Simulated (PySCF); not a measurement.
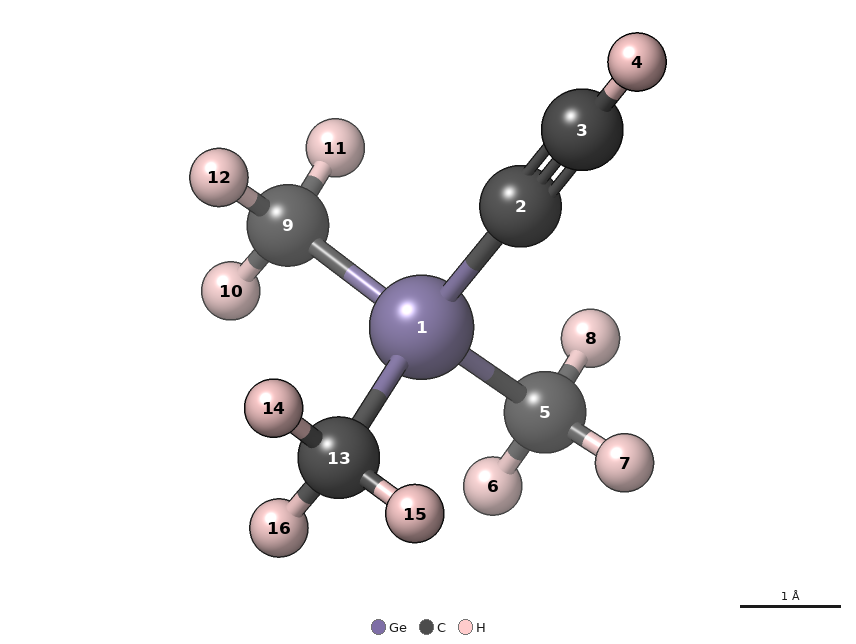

Orthographic view. Atoms fade into the background with distance from the viewer. The geometry was computed by an optimisation with PBE0-D3(BJ)/def2-SVP. No frequency run is at hand to confirm it as a minimum.

List the bonded neighbours of every atom.

Ge1: C2, C5, C9, C13
C2: Ge1, C3
C3: C2, H4
C5: Ge1, H6, H7, H8
C9: Ge1, H10, H11, H12
C13: Ge1, H14, H15, H16
(terminal hydrogens appear only as neighbours)
